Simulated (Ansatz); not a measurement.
# Stretching the linear Pt chain

Does stretching change the magnetism or the channel count of the linear Pt chain?

Calculated with Ansatz 0.2.0; DFT PBE, plane waves, PAW; relaxation of a chain's period, in the first sound run; inputs show where later runs differ.

## 1. Set-up

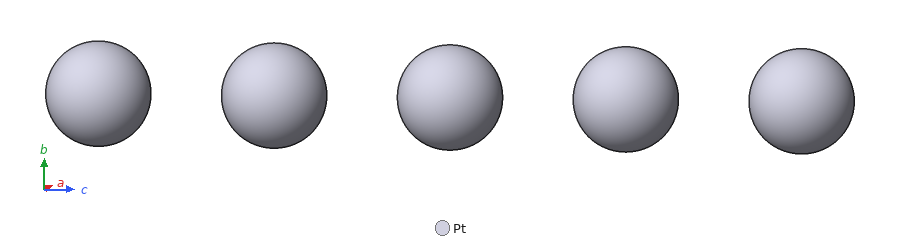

Start, viewed from the side, with the c axis across the page; platinum light grey. 1×1×4 cells are drawn. Some periodic images of atoms are drawn too.

The cell holds 1 atom: 1 Pt. Cell: a = 7.500 Å, b = 7.500 Å, c = 2.530 Å, α = 90.0°, β = 90.0°, γ = 90.0°. Vacuum lies along a and b. The structure's axis is c.

Structure file:

```cif
data_structure
_symmetry_space_group_name_H-M 'P 1'
_symmetry_Int_Tables_number 1
_cell_length_a 7.5000
_cell_length_b 7.5000
_cell_length_c 2.5296
_cell_angle_alpha 90.000
_cell_angle_beta 90.000
_cell_angle_gamma 90.000
_cell_volume 142.29
loop_
_atom_site_label
_atom_site_type_symbol
_atom_site_fract_x
_atom_site_fract_y
_atom_site_fract_z
_atom_site_occupancy
Pt1 Pt 0.50000 0.50000 0.00000 1
```

## 2. Relaxing the period

Band widths follow the bond lengths, so the chain is relaxed first. The atoms and the third cell vector are free; the box across stays fixed as vacuum. Moments are seeded so that a magnetic state can form if it lies lower. A Fermi-Dirac smearing is set since the result may be a metal. The pressure printed is a third of the stress's trace over the whole box, vacuum included; only the stress along the axis is relaxed.

File input.yaml:

```yaml
crystal:
  lattice:
    - [7.5, 0.0, 0.0]
    - [0.0, 7.5, 0.0]
    - [0.0, 0.0, 2.5296]
  atoms:
    - { symbol: Pt, position: [0.5, 0.5, 0.0], spin: 0.6 }
magnetization:
  spin_polarized: true
kpoints:
  mp_grid: { grid: [1, 1, 32] }
scf:
  occupations: { method: fermi_dirac, width: 0.05 }
hamiltonian:
  xc: pbe
relax:
  cell: { fix: [a, b, alpha, beta, gamma] }
  max_steps: 60
```

Started as:

```
> ansatz run input.yaml --threads 4 --pin off --max-ram 8192MiB --backend cpu --events-out ev --progress --plain --runs-dir out
```

Numbers of over 12 decimals in the logs are rounded to 6 here.

Output:

```text
Engine: ansatz 0.2.0, aarch64-unknown-linux-gnu
Pseudopotentials: kind: paw
Pseudopotential: Pt, paw, valence charge 18, recommended cutoff 420 eV (normal), Pt.paw.azcp
Functional definition: PBE
  parameter kappa = 0.804
  parameter beta = 0.066725
  exchange = pbe_x(kappa = kappa, mu = beta*pi^2/3)
  correlation = pbe_c(beta = beta)
Crystal: 1 atoms, lattice volume = 142.290 Å³
Basis set: ecut = 420 eV, 2777 PW (Γ), exchange–correlation on 108×108×36 points (8 copies of the dense FFT grid, shifted against one another)
Bands: 14, of which v1, the nominal top of the filled ones, is band 9 counted from 1 (8 counted from 0)
Symmetry: 16 space group operations
Space group: P4/mmm (ITA 123), of the structure as read, at distance tolerance 5.2e-5 Å
Magnetic group: BNS 123.339 (UNI 999), of the structure as read, at distance tolerance 5.2e-5 Å
k-points: 17 of 32
Non-local potential: Pt, projectors of the file, l = 0: 3, l = 1: 2, l = 2: 2, l = 3: 1
PAW form: soft (Blöchl's): semilocal exchange-correlation on the pseudo side does not see the compensation charge
PAW one-centre angular grid: Pt, 590 points (default); XC on 64 Gauss nodes
Initial density: superposition of atomic densities (neutral atoms: chi_scale 0, normalization atom)
Starting moments: Σ|m| = 0.6 μB on 1 of 1 site
Initial wavefunctions: pseudopotential atomic-orbital guess
Functional: x = pbe(κ = 0.804, μ = 0.219515), c = pbe(β = 0.066725)
iter 1 solved again at ethr=2.84e-3 eV; its pass at ethr=3.10e-3 eV (dr2=5.10e-1 eV) is discarded
SCF iter   1: F=—  HF=-12520.005917 eV  |F-HF|=—  |Δ(HF+E_count)|=         —  Δρ=1.17e-2 (↑1.13e-2 ↓1.17e-2)  dr2=5.11e-1  dr2_m=6.74e-3  M=0.564 μB ∫|m|=0.564 μB  β_m=0.30  ethr=2.84e-3  ⟨swp⟩=1.0  Hψ=3062  notcnv=0
Mixer restart at iter 1: flushing history
preconditioner: auto → LDOS  [metal: Δε(μ)=0.104 eV  Ē_g=7.377 eV  σ=0.050 eV  W_gap=0.46  n_scr=20 (ndim 8)  ℏωp=9.8 eV  f_vac=0.709  D(μ)=3.51/eV (n_scr^D=20)]
spin=Collinear: LDOS preconditioning applied to the charge; magnetization (m = ρ↑ − ρ↓) channel mixes plain (no charge-response kernel on spin).
SCF iter   2: F=—  HF=-12520.052017 eV  |F-HF|=—  |Δ(HF+E_count)|=   4.61e-2  Δρ=7.44e-3 (↑6.92e-3 ↓7.44e-3)  dr2=1.62e-1  dr2_m=4.71e-3  M=0.541 μB ∫|m|=0.542 μB  β_m=0.50  ethr=2.84e-3  ⟨swp⟩=2.1  Hψ=628  notcnv=0
SCF iter   3: F=—  HF=-12520.189926 eV  |F-HF|=—  |Δ(HF+E_count)|=         —  Δρ=5.05e-3 (↑4.55e-3 ↓5.05e-3)  dr2=8.17e-3  dr2_m=2.39e-2  M=0.285 μB ∫|m|=0.285 μB  β_m=0.50  ethr=9.01e-4  ⟨swp⟩=2.2  Hψ=970  notcnv=0
Mixer restart at iter 3: flushing history
SCF iter   4: F=—  HF=-12520.203514 eV  |F-HF|=—  |Δ(HF+E_count)|=   1.36e-2  Δρ=3.54e-3 (↑3.54e-3 ↓3.32e-3)  dr2=2.19e-3  dr2_m=1.35e-2  M=0.219 μB ∫|m|=0.219 μB  β_m=0.70  ethr=4.54e-5  ⟨swp⟩=2.8  Hψ=936  notcnv=0  defer=7
SCF iter   5: F=—  HF=-12520.213314 eV  |F-HF|=—  |Δ(HF+E_count)|=   9.80e-3  Δρ=1.09e-3 (↑6.78e-4 ↓1.09e-3)  dr2=6.82e-4  dr2_m=8.23e-4  M=0.088 μB ∫|m|=0.088 μB  β_m=0.75  ethr=1.22e-5  ⟨swp⟩=2.0  Hψ=943  notcnv=0  defer=8
SCF iter   6: F=—  HF=-12520.213350 eV  |F-HF|=—  |Δ(HF+E_count)|=   3.67e-5  Δρ=5.56e-4 (↑3.57e-4 ↓5.56e-4)  dr2=3.39e-5  dr2_m=2.53e-4  M=0.048 μB ∫|m|=0.048 μB  β_m=0.88  ethr=3.79e-6  ⟨swp⟩=2.1  Hψ=830  notcnv=0  defer=10
SCF iter   7: F=—  HF=-12520.213654 eV  |F-HF|=—  |Δ(HF+E_count)|=   3.04e-4  Δρ=1.55e-4 (↑1.05e-4 ↓1.55e-4)  dr2=1.95e-5  dr2_m=1.59e-5  M=0.012 μB ∫|m|=0.012 μB  β_m=0.87  ethr=1.89e-7  ⟨swp⟩=2.0  Hψ=865  notcnv=0  defer=10
SCF iter   8: F=—  HF=-12520.213621 eV  |F-HF|=—  |Δ(HF+E_count)|=   3.32e-5  Δρ=3.61e-5 (↑2.57e-5 ↓3.61e-5)  dr2=1.06e-6  dr2_m=8.58e-7  M=0.003 μB ∫|m|=0.003 μB  β_m=0.94  ethr=1.08e-7  ⟨swp⟩=2.0  Hψ=695  notcnv=0  defer=10
SCF iter   9: F=—  HF=-12520.213625 eV  |F-HF|=—  |Δ(HF+E_count)|=   4.54e-6  Δρ=1.50e-5 (↑7.51e-6 ↓1.50e-5)  dr2=1.43e-7  dr2_m=9.75e-8  M=0.001 μB ∫|m|=0.001 μB  β_m=0.91  ethr=5.86e-9  ⟨swp⟩=2.0  Hψ=752  notcnv=0  defer=10
SCF iter  10: F=—  HF=-12520.213626 eV  |F-HF|=—  |Δ(HF+E_count)|=   1.77e-7  Δρ=3.03e-6 (↑3.03e-6 ↓2.19e-6)  dr2=3.77e-9  dr2_m=6.88e-9  M=0.000 μB ∫|m|=0.000 μB  β_m=0.96  ethr=7.96e-10  ⟨swp⟩=2.1  Hψ=748  notcnv=0  defer=10
SCF iter  11: F=—  HF=-12520.213626 eV  |F-HF|=—  |Δ(HF+E_count)|=   1.21e-8  Δρ=4.00e-7 (↑4.00e-7 ↓3.68e-7)  dr2=2.04e-10  dr2_m=1.71e-10  M=0.000 μB ∫|m|=0.000 μB  β_m=0.98  ethr=2.10e-11  ⟨swp⟩=2.0  Hψ=788  notcnv=0  defer=10
SCF iter  12: F=-12520.213626 eV  HF=-12520.213626 eV  |F-HF|=1.82e-12  |Δ(HF+E_count)|=  2.13e-10  Δρ=9.66e-8 (↑5.88e-8 ↓9.66e-8)  dr2=7.40e-12  dr2_m=4.01e-12  M=-0.000 μB ∫|m|=0.000 μB  ethr=1.13e-12  ⟨swp⟩=1.0  Hψ=1378  notcnv=0
WARN: the starting moments were not kept: the SCF closed with an absolute magnetisation of 2.9e-6 μB, where they sum to 0.6 μB in size (1 site). That is at most 0.1 of that sum. Measured as dr2_m measures the in/out step, that magnetisation stands 3.3e-12 eV from none, at or under the dr2_threshold of 1.0e-7 eV: it is no larger than a step whose dr2_m would equal this threshold. The system may hold no moment; this SC [...]
SCF 1 converged in 12 iterations: F = -12520.213626 eV  dr2 = 7.40e-12
  greatest PAW one-centre occupation: 1.000 electrons in one spin orbital (limit 2), on the Pt atom at site 0 (counted from 0), in its partial waves of l = 0
relax step   1: F+E_penalty+E_count = -12520.21362560 eV  Δ(F+E_penalty+E_count) = +0.000e0 eV  max|allowed force component| = 0.000e0 eV/Å  Δτ_max = 0.0000 Å  P = -1.938 GPa  Ω = 142.290 Å³  fix = [a, b, alpha, beta, gamma]  reactions: a -0.103, b -0.103 GPa  (12 SCF iters, dr2 threshold 1.00e-7 eV, accepted)
Crystal: 1 atoms, lattice volume = 135.353 Å³
Basis set: ecut = 420 eV, 2625 PW (Γ), exchange–correlation on 108×108×36 points (8 copies of the dense FFT grid, shifted against one another)
Initial density: handed on by an earlier stage of this run
Starting moments: Σ|m| = 0.6 μB on 1 of 1 site; this step starts from the density that it was given
Initial wavefunctions: those handed on with the density
iter 1 solved again at ethr=2.70e-5 eV; its pass at ethr=3.10e-3 eV (dr2=4.86e-3 eV) is discarded
SCF iter   1: F=—  HF=-12520.399093 eV  |F-HF|=—  |Δ(HF+E_count)|=         —  Δρ=1.53e-3 (↑1.53e-3 ↓1.12e-3)  dr2=4.72e-3  dr2_m=1.10e-4  M=0.021 μB ∫|m|=0.021 μB  β_m=0.65  ethr=2.70e-5  ⟨swp⟩=1.6  Hψ=3393  notcnv=0
preconditioner: auto → LDOS  [metal: Δε(μ)=0.053 eV  Ē_g=7.984 eV  σ=0.050 eV  W_gap=0.24  n_scr=8 (ndim 8)  ℏωp=10.1 eV  f_vac=0.710  D(μ)=1.68/eV (n_scr^D=8)]
[...]
iter 6 did not close the SCF: its close was put off for a magnetic moment that had not settled (scf_convergence_deferred on its scf_iter line)
SCF iter   6: F=-12520.409228 eV  HF=-12520.409228 eV  |F-HF|=6.71e-9  |Δ(HF+E_count)|=   4.14e-8  Δρ=1.72e-6 (↑1.72e-6 ↓1.29e-6)  dr2=1.01e-9  dr2_m=2.30e-9  M=0.000 μB ∫|m|=0.000 μB  β_m=0.90  ethr=5.56e-10  ⟨swp⟩=2.1  Hψ=1588  notcnv=0
iter 7 did not close the SCF: its close was put off for a magnetic moment that had not settled (scf_convergence_deferred on its scf_iter line)
SCF iter   7: F=-12520.409228 eV  HF=-12520.409228 eV  |F-HF|=4.00e-11  |Δ(HF+E_count)|=   8.11e-9  Δρ=1.99e-7 (↑1.70e-7 ↓1.99e-7)  dr2=2.02e-11  dr2_m=2.90e-11  M=0.000 μB ∫|m|=0.000 μB  β_m=0.95  ethr=5.60e-12  ⟨swp⟩=1.0  Hψ=1411  notcnv=0
SCF iter   8: F=-12520.409228 eV  HF=-12520.409228 eV  |F-HF|=1.82e-12  |Δ(HF+E_count)|=  5.64e-11  Δρ=3.92e-8 (↑3.92e-8 ↓1.89e-8)  dr2=1.23e-12  dr2_m=6.59e-13  M=0.000 μB ∫|m|=0.000 μB  ethr=1.00e-12  ⟨swp⟩=1.0  Hψ=1108  notcnv=0
the starting moments were not kept: the SCF closed with an absolute magnetisation of 1.3e-6 μB, where they sum to 0.6 μB in size (1 site). That is at most 0.1 of that sum. Measured as dr2_m measures the in/out step, that magnetisation stands 7.5e-13 eV from none, at or under the dr2_threshold of 1.0e-7 eV: it is no larger than a step whose dr2_m would equal this threshold.
SCF 3 converged in 8 iterations: F = -12520.409228 eV  dr2 = 1.23e-12
relax step   3: F+E_penalty+E_count = -12520.40922775 eV  Δ(F+E_penalty+E_count) = -1.225e-2 eV  max|allowed force component| = 0.000e0 eV/Å  Δτ_max = 0.0000 Å  P = +0.614 GPa  Ω = 130.138 Å³  energy of the carried Pulay correction = +1.420e-3 eV  fix = [a, b, alpha, beta, gamma]  reactions: a -0.103, b -0.103 GPa  (8 SCF iters, dr2 threshold 1.00e-7 eV, accepted)
[...]
relax step   4: F+E_penalty+E_count = -12520.42194182 eV  Δ(F+E_penalty+E_count) = -1.271e-2 eV  max|allowed force component| = 0.000e0 eV/Å  Δτ_max = 0.0000 Å  P = -0.081 GPa  Ω = 132.273 Å³  energy of the carried Pulay correction = +1.169e-3 eV  fix = [a, b, alpha, beta, gamma]  reactions: a -0.104, b -0.104 GPa  (7 SCF iters, dr2 threshold 1.00e-7 eV, accepted)
Basis set: ecut = 420 eV, 2583 PW (Γ), exchange–correlation on 108×108×32 points (8 copies of the dense FFT grid, shifted against one another)
Initial wavefunctions: pseudopotential atomic-orbital guess (no wavefunctions were taken with the density)
iter 1 solved again at ethr=3.65e-7 eV; its pass at ethr=3.10e-3 eV (dr2=6.57e-5 eV) is discarded
SCF iter   1: F=—  HF=-12520.420652 eV  |F-HF|=—  |Δ(HF+E_count)|=         —  Δρ=7.94e-5 (↑7.94e-5 ↓7.94e-5)  dr2=6.37e-6  dr2_m=1.46e-11  M=-0.000 μB ∫|m|=0.000 μB  β_m=0.65  ethr=3.65e-7  ⟨swp⟩=3.2  Hψ=3826  notcnv=0
preconditioner: auto → LDOS  [metal: Δε(μ)=0.084 eV  Ē_g=8.251 eV  σ=0.050 eV  W_gap=0.37  n_scr=8 (ndim 8)  ℏωp=10.2 eV  f_vac=0.711  D(μ)=1.55/eV (n_scr^D=8)]
spin=Collinear: LDOS preconditioning applied to the charge; magnetization (m = ρ↑ − ρ↓) channel mixes plain (no charge-response kernel on spin).
SCF iter   2: F=—  HF=-12520.420658 eV  |F-HF|=—  |Δ(HF+E_count)|=   5.52e-6  Δρ=2.55e-5 (↑2.55e-5 ↓2.55e-5)  dr2=4.89e-7  dr2_m=4.20e-12  M=-0.000 μB ∫|m|=0.000 μB  β_m=0.57  ethr=3.54e-8  ⟨swp⟩=2.2  Hψ=775  notcnv=0
SCF iter   3: F=—  HF=-12520.420659 eV  |F-HF|=—  |Δ(HF+E_count)|=   6.06e-7  Δρ=6.45e-6 (↑6.45e-6 ↓6.43e-6)  dr2=4.01e-8  dr2_m=1.02e-12  M=-0.000 μB ∫|m|=0.000 μB  β_m=0.73  ethr=2.72e-9  ⟨swp⟩=2.3  Hψ=690  notcnv=0
SCF iter   4: F=—  HF=-12520.420659 eV  |F-HF|=—  |Δ(HF+E_count)|=   1.24e-7  Δρ=9.43e-7 (↑9.42e-7 ↓9.43e-7)  dr2=2.40e-9  dr2_m=1.16e-13  M=-0.000 μB ∫|m|=0.000 μB  β_m=0.69  ethr=2.23e-10  ⟨swp⟩=2.1  Hψ=660  notcnv=0
SCF iter   5: F=—  HF=-12520.420659 eV  |F-HF|=—  |Δ(HF+E_count)|=   5.65e-9  Δρ=2.45e-7 (↑2.38e-7 ↓2.45e-7)  dr2=1.65e-10  dr2_m=3.87e-14  M=-0.000 μB ∫|m|=0.000 μB  β_m=0.67  ethr=1.33e-11  ⟨swp⟩=2.6  Hψ=794  notcnv=0
SCF iter   6: F=—  HF=-12520.420659 eV  |F-HF|=—  |Δ(HF+E_count)|=   4.86e-8  Δρ=3.35e-8 (↑3.20e-8 ↓3.35e-8)  dr2=1.19e-12  dr2_m=6.96e-15  M=-0.000 μB ∫|m|=0.000 μB  β_m=0.72  ethr=1.00e-12  ⟨swp⟩=2.3  Hψ=752  notcnv=0
SCF iter   7: F=-12520.420659 eV  HF=-12520.420659 eV  |F-HF|=3.64e-12  |Δ(HF+E_count)|=  7.28e-12  Δρ=7.50e-9 (↑7.50e-9 ↓6.76e-9)  dr2=1.31e-13  dr2_m=6.14e-16  M=-0.000 μB ∫|m|=0.000 μB  ethr=1.00e-12  ⟨swp⟩=3.8  Hψ=1808  notcnv=0
the starting moments were not kept: the SCF closed with an absolute magnetisation of 4.0e-8 μB, where they sum to 0.6 μB in size (1 site). That is at most 0.1 of that sum. Measured as dr2_m measures the in/out step, that magnetisation stands 7.4e-16 eV from none, at or under the dr2_threshold of 1.0e-11 eV: it is no larger than a step whose dr2_m would equal this threshold.
SCF 5 converged in 7 iterations: F = -12520.420659 eV  dr2 = 1.31e-13
relax step   5: F+E_penalty+E_count = -12520.42065865 eV  Δ(F+E_penalty+E_count) = +1.283e-3 eV  max|allowed force component| = 0.000e0 eV/Å  Δτ_max = 0.0000 Å  P = -0.081 GPa  Ω = 132.273 Å³  fix = [a, b, alpha, beta, gamma]  reactions: a -0.102, b -0.102 GPa  stress off target by 3.75e-2 GPa on what of the cell is left free  SCF on the basis re-selected at this cell (its energy is not comparable with the rows above)  (7 SCF iters)
basis re-selected at this cell: Δ(F+E_penalty+E_count) = +1.283e-3 eV, ΔP = +0.001 GPa vs the last step (what re-selecting the basis moved, of the pressure what is left beyond the Pulay correction that the steps carried, after the strain that the cell walked since its last selection, with what the two solves' SCF thresholds leave and, on support functions, any second-order correction that the steps lacked; it is no measure of the basis error at this ecutwfc). The dense FFT grid was sized anew with the basis: this SCF ran on 54×54×16 points, the steps before it on 54×54×18, so part of this shift can come from that change (see relax.cell in the input reference). [rest of the remark cut]
SCF converged after 7 iterations
Magnetization: -0.0000 μB (9.0000 up, 9.0000 down)
Absolute magnetization: 0.0000 μB (∫|ρ↑−ρ↓|, with the PAW one-centre terms)
Spin contamination: 0.0000 ħ² per cell (⟨S²⟩ above its minimum at these occupations)
Per-site moments (μB) at R_I (Å): [(-2.909355896390198e-8, 0.970000)]
Free energy (F): -12520.420659 eV
Harris-Foulkes:  -12520.420659 eV  (|F-HF|=3.64e-12)
Internal energy: -12520.408357 eV  (E = F + TS)
E sigma→0 (E₀):  -12520.414508 eV
Entropy (-TS):   -0.012301 eV (-12.301 meV/atom)
Fermi energy:    -2.799117 eV
--- Per-component energies (eV) ---
  E_band       = -575.901414
  E_kinetic    = 636.562105
  E_local      = -5406.788341  (includes V_loc(G=0)·N_el)
  E_nonlocal   = 201.842073
  E_hartree    = 2291.274949
  E_xc         = -259.005856
  E_vxc        = -298.766165  (∫ρ·V_xc dr)
  E_paw        = -9455.307257  (= ΣΔE_a)
  E_vpaw       = -291.301165  (= ΣTr[D̂ρ^β])
  E_aug_tail   = 0.000199  (compensation charges beyond the density's cutoff)
  E_ewald      = -528.986229
  E_smearing   = -0.012301  (= −TS)
  E_closure    = 0.000000  (closes the sum)
  Σ components = -12520.420659   (vs F -12520.420659, Δ=0.00e0)
--- Forces (eV/Å), atoms counted from 1 ---
  atom   1  Pt     0.00000000     0.00000000     0.00000000
  max |Σ_I F_I| component: 1.77e-28 eV/Å
--- Stress (GPa, compression-positive) ---
       -0.102381       0.000000       0.000000
        0.000000      -0.102381       0.000000
        0.000000       0.000000      -0.037548
  P = ⅓ Tr σ = -0.0808 GPa (-0.808 kbar)
--- Relaxed structure (4 steps of the walk, 4 accepted, 1 SCFs on fresh bases) ---
  F+E_penalty+E_count = -12520.42065865 eV   max|allowed force component| = 0.000e0 eV/Å   (the final SCF, on the basis selected at the relaxed cell)
  cell:  # Å, volume = 132.2728 Å³
    - [7.5, 0.0, 0.0]
    - [0.0, 7.5, 0.0]
    - [0.0, 0.0, 2.351516]
  atoms:
    - { symbol: Pt, position: [0.5, 0.5, 0.0] }
```

Run time: 6.3 s. Hardware: 4 threads of Arm Neoverse V2, shared host; peak memory 0.41 GiB; 23 s of CPU time.

Step by step:

```csv
step,energy less that of the first step (eV),largest force component (eV/Å),pressure (GPa),volume (Å³)
1,0.0000,0.0000,-1.94,142.29
2,-0.1833,0.0000,-0.87,135.35
3,-0.1956,0.0000,0.61,130.14
4,-0.2083,0.0000,-0.08,132.27
5*,-0.2070,0.0000,-0.08,132.27
```

Relaxation steps marked * repeat the geometry before them on a plane-wave basis chosen anew for their cell, so energy and pressure can jump there.

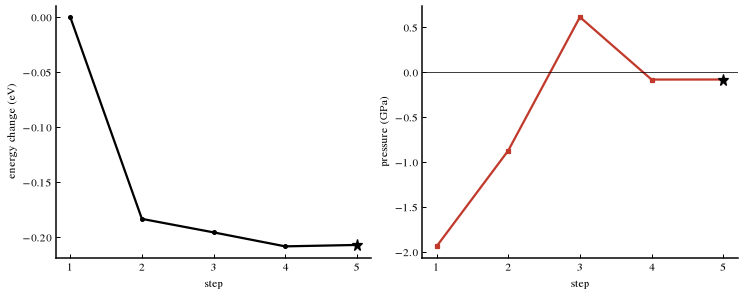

Energy and pressure along the relaxation. Stars mark steps on a basis chosen anew.

```csv
cell as run,before,after,change
c (Å),2.530,2.352,-7.0 %
```

Final coordinates:

```xyz
1
Lattice="7.5000 0.0000 0.0000 0.0000 7.5000 0.0000 0.0000 0.0000 2.3515" Properties=species:S:1:pos:R:3
Pt    3.7500    3.7500    0.0000
```

Numbers from this step:

- energy at zero smearing: -12520.4145 eV
- cell length along the wire: 2.352 Å

The cell's length comes to 2.352 Å with no moment.

(Part 1 of 3 ends here.)

[Logs are printed without paths, hosts, clocks, repeated set-up lines and the standing remarks that a program may print on its own settings, such as how far it seeks lower states.]

[Hosts, paths, dates, database ids (printed as entryN), source tags and the programs' standing remarks are cut or masked in the printed files.]
